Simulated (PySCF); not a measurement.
# [Tb(H2S)2]3+: other functionals and bases at one geometry

Aim: see how levels, charges and forces of [Tb(H2S)2]3+ depend on the level of theory. It is a constructed species; whether it can be made isn't addressed.

Program: PySCF 2.14.0. Level of theory: several levels, as the steps say, no spin–orbit coupling. These are calculated values, not measurements.

3 further runs of the same task are left out: 2 for a known fault of the program, 1 that didn't finish. Runs told in other sessions of the task aren't counted.

## (1) The system as given

7 atoms, charge 3, spin multiplicity 1.

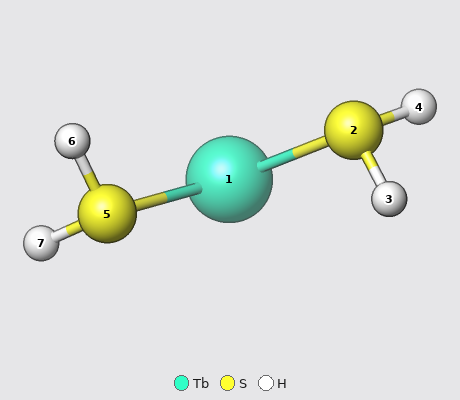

The structure; terbium teal, sulfur yellow, hydrogen white; atoms are numbered from 1 in the order of the file.

Coordinates:

```xyz
7

Tb   -1.3830    0.0000    0.0000
S     0.4246    0.1480    2.1474
H     0.8842    1.4518    2.2321
H    -0.3178    0.1592    3.3181
S     0.4246   -0.1480   -2.1474
H     0.8842   -1.4518   -2.2321
H    -0.3178   -0.1592   -3.3181
```

Formal oxidation states: Tb +3. Each metal's 8 4f electrons lie in its core potential, so multiplicities, spins and levels count the valence alone. An earlier session relaxed this geometry at PBE, Tb lcecp-1-SVP with ECP54, S def2-SVP, H def2-SVP (singlet, point group C2).

At PBE on the finer grid: E = -833.456863 Eh, HOMO -21.65 eV, LUMO -19.01 eV, Mulliken charge on Tb1 +1.83 e, largest force component 0.013 eV/Å. 

Levels to run: PBE0; M06-L; BP86; wB97X; PBE, TZVP. Hardware: 2 threads of Arm Neoverse V1, shared host.

## (2) PBE0

File run.py (the lines that set the calculation):

```python
mol = gto.M(atom='''
Tb    -1.38297     0.00000     0.00000
S      0.42460     0.14804     2.14742
H      0.88425     1.45175     2.23210
H     -0.31782     0.15916     3.31812
S      0.42460    -0.14804    -2.14742
H      0.88425    -1.45175    -2.23210
H     -0.31782    -0.15916    -3.31812''',
    basis={'Tb': 'lcecp-1-SVP', 'S': 'def2-SVP', 'H': 'def2-SVP'},
    ecp={'Tb': 'lcecp-1-SVP'},
    charge=3, spin=0)
mf = dft.RKS(mol, xc='PBE0')
mf.grids.atom_grid = (75, 302)  # f atoms: unpruned, at least (60, 302)
mf = mf.density_fit()  # fitting sets: Tb AutoAux, S def2-universal-JKFIT, H def2-universal-JKFIT
mf.conv_tol = 1e-08; mf.max_cycle = 55
mf.kernel(dm0)  # dm0: the density of the relaxed state
```

Started as:

```bash
$ OMP_NUM_THREADS=2 python run.py
```

Standard output:

```text
init E= -833.507425982949
  HOMO = -0.83897708777429  LUMO = -0.656358765037327  gap/eV = 4.96930
cycle= 1 E= -833.509445788226  delta_E= -0.00202  |g|= 0.0405  |ddm|= 0.222
  HOMO = -0.833186041491057  LUMO = -0.6742914173766  gap/eV = 4.32374
cycle= 2 E= -833.508864710545  delta_E= 0.000581  |g|= 0.0551  |ddm|= 0.177
  HOMO = -0.837496532795639  LUMO = -0.666045813567741  gap/eV = 4.66541
cycle= 3 E= -833.510148177914  delta_E= -0.00128  |g|= 0.00204  |ddm|= 0.0995
  HOMO = -0.837122433431055  LUMO = -0.665550519935377  gap/eV = 4.66871
cycle= 4 E= -833.510149469509  delta_E= -1.29e-06  |g|= 0.000682  |ddm|= 0.00345
  HOMO = -0.837174007894369  LUMO = -0.665714009536468  gap/eV = 4.66566
cycle= 5 E= -833.510149688122  delta_E= -2.19e-07  |g|= 0.000179  |ddm|= 0.00155
  HOMO = -0.837161505603497  LUMO = -0.665716047864969  gap/eV = 4.66527
cycle= 6 E= -833.510149701661  delta_E= -1.35e-08  |g|= 3.26e-05  |ddm|= 0.000329
  HOMO = -0.837165226379545  LUMO = -0.665718447441867  gap/eV = 4.66530
cycle= 7 E= -833.510149702381  delta_E= -7.2e-10  |g|= 7.97e-06  |ddm|= 9.58e-05
  HOMO = -0.837164158227444  LUMO = -0.665718110499897  gap/eV = 4.66528
Extra cycle  E= -833.510149702405  delta_E= -2.39e-11  |g|= 5.62e-06  |ddm|= 2.32e-05
converged SCF energy = -833.510149702405
```

Run time: 3.7 s. Hardware: 2 threads of Arm Neoverse V1, shared host.

Read off: E = -833.510150 Eh, HOMO -22.78 eV, LUMO -18.12 eV, Mulliken charge on Tb1 +1.93 e, largest force component 0.298 eV/Å. 

## (3) M06-L

Changes to run.py (the lines that set the calculation) since step 2:

```diff
@@ -11,3 +11,3 @@
     charge=3, spin=0)
-mf = dft.RKS(mol, xc='PBE0')
+mf = dft.RKS(mol, xc='M06L')
 mf.grids.atom_grid = (75, 302)  # f atoms: unpruned, at least (60, 302)
```

Started as:

```bash
$ OMP_NUM_THREADS=2 python run.py
```

Standard output:

```text
init E= -833.814939508139
  HOMO = -0.807261193894065  LUMO = -0.67427097343984  gap/eV = 3.61885
cycle= 1 E= -833.81942758822  delta_E= -0.00449  |g|= 0.0624  |ddm|= 0.382
  HOMO = -0.796767065373872  LUMO = -0.697410973202829  gap/eV = 2.70362
cycle= 2 E= -833.813391877743  delta_E= 0.00604  |g|= 0.129  |ddm|= 0.347
  HOMO = -0.803206195184188  LUMO = -0.682500364191273  gap/eV = 3.28457
cycle= 3 E= -833.821287790843  delta_E= -0.0079  |g|= 0.00504  |ddm|= 0.236
  HOMO = -0.802411198641737  LUMO = -0.681818318035103  gap/eV = 3.28150
cycle= 4 E= -833.8212937825  delta_E= -5.99e-06  |g|= 0.00304  |ddm|= 0.00893
  HOMO = -0.802668997902875  LUMO = -0.682109184309411  gap/eV = 3.28060
cycle= 5 E= -833.821297132129  delta_E= -3.35e-06  |g|= 0.000199  |ddm|= 0.00385
  HOMO = -0.802660963258837  LUMO = -0.682114011466177  gap/eV = 3.28025
cycle= 6 E= -833.821297144742  delta_E= -1.26e-08  |g|= 9.82e-05  |ddm|= 0.000443
  HOMO = -0.802659938174775  LUMO = -0.682101923488119  gap/eV = 3.28055
cycle= 7 E= -833.821297148204  delta_E= -3.46e-09  |g|= 1.76e-05  |ddm|= 0.000149
  HOMO = -0.80265922277583  LUMO = -0.68210109868879  gap/eV = 3.28055
Extra cycle  E= -833.821297148204  delta_E=    0  |g|= 1.77e-05  |ddm|= 4.15e-05
converged SCF energy = -833.821297148204
```

It took 6 s on 2 threads of Arm Neoverse V1, shared host.

Result: E = -833.821297 Eh, HOMO -21.84 eV, LUMO -18.56 eV, Mulliken charge on Tb1 +2.03 e, largest force component 0.342 eV/Å. 

## (4) BP86

Changes to run.py (the lines that set the calculation) since step 3:

```diff
@@ -11,3 +11,3 @@
     charge=3, spin=0)
-mf = dft.RKS(mol, xc='M06L')
+mf = dft.RKS(mol, xc='B88,P86')
 mf.grids.atom_grid = (75, 302)  # f atoms: unpruned, at least (60, 302)
```

Started as:

```bash
$ OMP_NUM_THREADS=2 python run.py
```

Standard output:

```text
init E= -833.93701738453
  HOMO = -0.799566076848483  LUMO = -0.700167609373001  gap/eV = 2.70477
cycle= 1 E= -833.937112106963  delta_E= -9.47e-05  |g|= 0.00265  |ddm|= 0.0359
  HOMO = -0.798844669149921  LUMO = -0.70055729550931  gap/eV = 2.67454
cycle= 2 E= -833.937100335983  delta_E= 1.18e-05  |g|= 0.0056  |ddm|= 0.0153
  HOMO = -0.799133559748233  LUMO = -0.699980141395185  gap/eV = 2.69810
cycle= 3 E= -833.937115383563  delta_E= -1.5e-05  |g|= 0.000493  |ddm|= 0.011
  HOMO = -0.799100035700028  LUMO = -0.699979464671745  gap/eV = 2.69721
cycle= 4 E= -833.937115458151  delta_E= -7.46e-08  |g|= 0.000154  |ddm|= 0.000684
  HOMO = -0.799112320230474  LUMO = -0.700003683686836  gap/eV = 2.69688
cycle= 5 E= -833.937115472154  delta_E= -1.4e-08  |g|= 2.98e-05  |ddm|= 0.000267
  HOMO = -0.799109646531479  LUMO = -0.700002422865201  gap/eV = 2.69684
cycle= 6 E= -833.937115472417  delta_E= -2.63e-10  |g|= 7.18e-06  |ddm|= 3.97e-05
  HOMO = -0.799110071800357  LUMO = -0.700002201084507  gap/eV = 2.69686
Extra cycle  E= -833.937115472416  delta_E= 4.55e-13  |g|= 7.7e-06  |ddm|= 1.7e-05
converged SCF energy = -833.937115472416
```

Wall time 4 s (2 threads of Arm Neoverse V1, shared host).

Read off: E = -833.937115 Eh, HOMO -21.74 eV, LUMO -19.05 eV, Mulliken charge on Tb1 +1.84 e, largest force component 0.019 eV/Å. 

## (5) wB97X

Changes to run.py (the lines that set the calculation) since step 4:

```diff
@@ -11,3 +11,3 @@
     charge=3, spin=0)
-mf = dft.RKS(mol, xc='B88,P86')
+mf = dft.RKS(mol, xc='WB97X')
 mf.grids.atom_grid = (75, 302)  # f atoms: unpruned, at least (60, 302)
```

Started as:

```bash
$ OMP_NUM_THREADS=2 python run.py
```

Standard output:

```text
init E= -833.790227073747
  HOMO = -0.922771045659454  LUMO = -0.566617715414043  gap/eV = 9.69143
cycle= 1 E= -833.798706977963  delta_E= -0.00848  |g|= 0.0486  |ddm|= 0.297
  HOMO = -0.916045604639357  LUMO = -0.587402219548699  gap/eV = 8.94284
cycle= 2 E= -833.799539274361  delta_E= -0.000832  |g|= 0.0221  |ddm|= 0.121
  HOMO = -0.920714616257669  LUMO = -0.582680938140009  gap/eV = 9.19836
cycle= 3 E= -833.799743235729  delta_E= -0.000204  |g|= 0.00647  |ddm|= 0.0399
  HOMO = -0.91992379957641  LUMO = -0.583526431538866  gap/eV = 9.15384
cycle= 4 E= -833.799774148994  delta_E= -3.09e-05  |g|= 0.00123  |ddm|= 0.019
  HOMO = -0.920054749614737  LUMO = -0.583973401107284  gap/eV = 9.14524
cycle= 5 E= -833.799776486246  delta_E= -2.34e-06  |g|= 0.00046  |ddm|= 0.00528
  HOMO = -0.920038475157517  LUMO = -0.583907128699643  gap/eV = 9.14660
cycle= 6 E= -833.799776894707  delta_E= -4.08e-07  |g|= 0.000137  |ddm|= 0.0024
  HOMO = -0.920047303237733  LUMO = -0.583905298319849  gap/eV = 9.14689
cycle= 7 E= -833.799776924335  delta_E= -2.96e-08  |g|= 4.02e-05  |ddm|= 0.000607
  HOMO = -0.920044760696913  LUMO = -0.583904994344241  gap/eV = 9.14683
cycle= 8 E= -833.799776927133  delta_E= -2.8e-09  |g|= 9.47e-06  |ddm|= 0.000189
  HOMO = -0.92004529755252  LUMO = -0.583905502062837  gap/eV = 9.14683
Extra cycle  E= -833.799776927255  delta_E= -1.22e-10  |g|= 4.29e-06  |ddm|= 2.96e-05
converged SCF energy = -833.799776927255
```

Wall time 5.1 s (2 threads of Arm Neoverse V1, shared host).

Result: E = -833.799777 Eh, HOMO -25.04 eV, LUMO -15.89 eV, Mulliken charge on Tb1 +1.99 e, largest force component 0.497 eV/Å. 

## (6) PBE, TZVP

Basis: Tb lcecp-1-TZVP with ECP54, S def2-TZVP, H def2-TZVP. 

File run.py (the lines that set the calculation):

```python
mol = gto.M(atom='''
Tb    -1.38297     0.00000     0.00000
S      0.42460     0.14804     2.14742
H      0.88425     1.45175     2.23210
H     -0.31782     0.15916     3.31812
S      0.42460    -0.14804    -2.14742
H      0.88425    -1.45175    -2.23210
H     -0.31782    -0.15916    -3.31812''',
    basis={'Tb': 'lcecp-1-TZVP', 'S': 'def2-TZVP', 'H': 'def2-TZVP'},
    ecp={'Tb': 'lcecp-1-TZVP'},
    charge=3, spin=0)
mf = dft.RKS(mol, xc='PBE')
mf.grids.atom_grid = (75, 302)  # f atoms: unpruned, at least (60, 302)
mf = mf.density_fit()  # fitting sets: Tb AutoAux, S def2-universal-JKFIT, H def2-universal-JKFIT
mf.conv_tol = 1e-08; mf.max_cycle = 55
mf.kernel(dm0)  # dm0: free metal ions and neutral atoms
```

Started as:

```bash
$ OMP_NUM_THREADS=2 python run.py
```

Standard output:

```text
init E= -807.456381409523
  HOMO = -1.16229866741414  LUMO = -0.786849333981118  gap/eV = 10.21650
cycle= 1 E= -831.814221899345  delta_E= -24.4  |g|= 3.93  |ddm|= 3.13
  HOMO = -0.730738989681519  LUMO = -0.729502883613476  gap/eV = 0.03364
cycle= 2 E= -817.905454201334  delta_E= 13.9  |g|= 5.75  |ddm|= 5.54
  HOMO = -0.806327731406304  LUMO = -0.658470549856777  gap/eV = 4.02340
cycle= 3 E= -832.641575150501  delta_E= -14.7  |g|= 1.76  |ddm|= 5.07
  HOMO = -0.794026739065398  LUMO = -0.690729747063495  gap/eV = 2.81085
cycle= 4 E= -833.667666698235  delta_E= -1.03  |g|= 0.486  |ddm|= 2.67
  HOMO = -0.782105020747253  LUMO = -0.685203847871613  gap/eV = 2.63682
cycle= 5 E= -833.709629545899  delta_E= -0.042  |g|= 0.315  |ddm|= 0.628
  HOMO = -0.792835186832643  LUMO = -0.701586557233487  gap/eV = 2.48300
cycle= 6 E= -833.738683200817  delta_E= -0.0291  |g|= 0.0576  |ddm|= 0.28
  HOMO = -0.793258407760293  LUMO = -0.691938824522224  gap/eV = 2.75705
cycle= 7 E= -833.740047441871  delta_E= -0.00136  |g|= 0.0198  |ddm|= 0.0991
  HOMO = -0.792687142460573  LUMO = -0.69324630468179  gap/eV = 2.70592
cycle= 8 E= -833.740185792728  delta_E= -0.000138  |g|= 0.00468  |ddm|= 0.0244
  HOMO = -0.792761324786443  LUMO = -0.693504384358263  gap/eV = 2.70092
cycle= 9 E= -833.740192866254  delta_E= -7.07e-06  |g|= 0.00125  |ddm|= 0.0045
  HOMO = -0.792831916596422  LUMO = -0.693568162723695  gap/eV = 2.70110
cycle= 10 E= -833.740193392822  delta_E= -5.27e-07  |g|= 0.000137  |ddm|= 0.0011
  HOMO = -0.7928154020602  LUMO = -0.69354749538838  gap/eV = 2.70122
cycle= 11 E= -833.740193399515  delta_E= -6.69e-09  |g|= 1.99e-05  |ddm|= 0.000166
  HOMO = -0.792818526649316  LUMO = -0.693552022952896  gap/eV = 2.70118
Extra cycle  E= -833.740193399403  delta_E= 1.12e-10  |g|= 2.65e-05  |ddm|= 4.27e-05
converged SCF energy = -833.740193399403
```

It took 11 s on 2 threads of Arm Neoverse V1, shared host.

Read off: E = -833.740193 Eh, HOMO -21.57 eV, LUMO -18.87 eV, Mulliken charge on Tb1 +1.96 e, largest force component 0.223 eV/Å. 

## (7) Results

| level | state | HOMO (eV) | gap (eV) | charge on Tb1 (e) | dipole (D) | largest force component (eV/Å) | basis functions | time |
| --- | --- | --- | --- | --- | --- | --- | --- | --- |
| PBE (relaxed here) | singlet | -21.65 | 2.65 | 1.83 | 0.37 | 0.01 | 89 | 8.3 s |
| PBE0 | singlet | -22.78 | 4.67 | 1.93 | 0.25 | 0.30 | 89 | 3.7 s |
| M06-L | singlet | -21.84 | 3.28 | 2.03 | 0.51 | 0.34 | 89 | 6 s |
| BP86 | singlet | -21.74 | 2.70 | 1.84 | 0.32 | 0.02 | 89 | 4 s |
| wB97X | singlet | -25.04 | 9.15 | 1.99 | 0.92 | 0.50 | 89 | 5.1 s |
| PBE, TZVP | singlet | -21.57 | 2.70 | 1.96 | 0.75 | 0.22 | 145 | 11 s |

Times are on 2 threads of Arm Neoverse V1, shared host; the first row also made further properties. The dipole of a charged species depends on the origin, so these sizes hold for this origin alone.

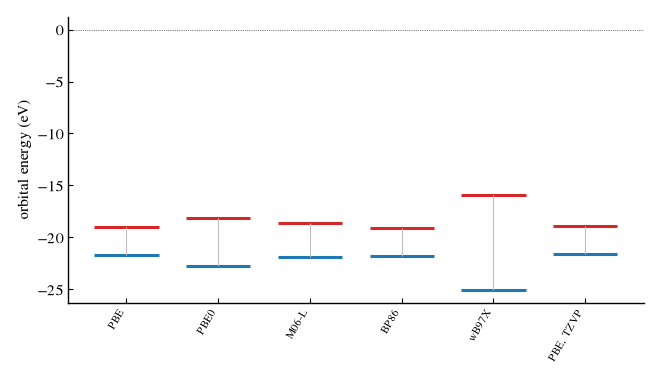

Highest filled and lowest empty level, method by method.

In one basis the HOMO–LUMO gap runs from 2.65 eV (PBE) to 9.15 eV (wB97X). The largest leftover force, 0.50 eV/Å with wB97X, stands at a geometry relaxed at another level. The Mulliken charge on Tb spans +1.83 to +2.03 e over the levels. With 4f in the core, its levels are missing from HOMO and gap, and its count is fixed, so no charge can pass from the ligands into it. Total energies of different levels can't be compared. Spin–orbit coupling is left out throughout.
